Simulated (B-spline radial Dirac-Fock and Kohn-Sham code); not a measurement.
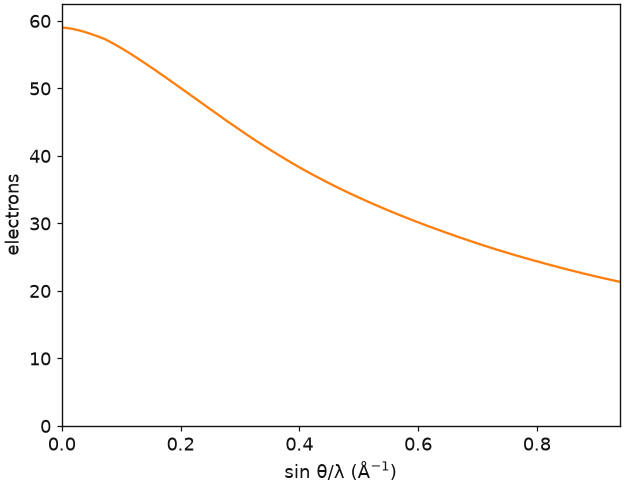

The X-ray form factor f against sin θ/λ. Species: Sm³⁺ ([Xe] 4f4 6p1), which is not the ground configuration. Computed with a radial B-spline solver: the spherical Dirac–Fock density (average of configuration).

What is f at sin θ/λ = 0.94 Å⁻¹?

Answer. 21.3 electrons.

How many electrons does the species have?

Answer. 59, the value of f at zero angle.
